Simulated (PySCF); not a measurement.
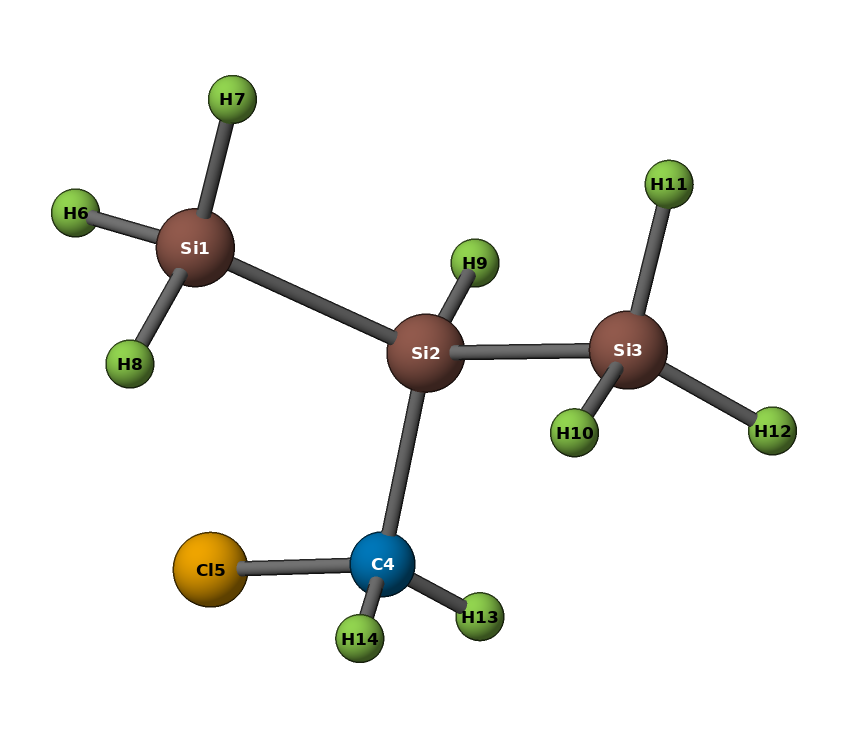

The questions are on isotropic NMR shieldings of the H atoms. The computed structure is the end point of a PBE0-D3(BJ)/def2-SVP optimisation. No frequency run is at hand to confirm it as a minimum. Level of theory: GIAO PBE0/pcSseg-1 NMR shielding, non-relativistic, gas phase (PySCF 2.14.0).

List the isotropic NMR shieldings of the H atoms.

```json
{"atom": "H6", "σ (ppm)": "27.31"}
{"atom": "H7", "σ (ppm)": "27.86"}
{"atom": "H8", "σ (ppm)": "27.74"}
{"atom": "H9", "σ (ppm)": "27.16"}
{"atom": "H10", "σ (ppm)": "27.81"}
{"atom": "H11", "σ (ppm)": "27.77"}
{"atom": "H12", "σ (ppm)": "27.68"}
{"atom": "H13", "σ (ppm)": "28.13"}
{"atom": "H14", "σ (ppm)": "28.52"}
```
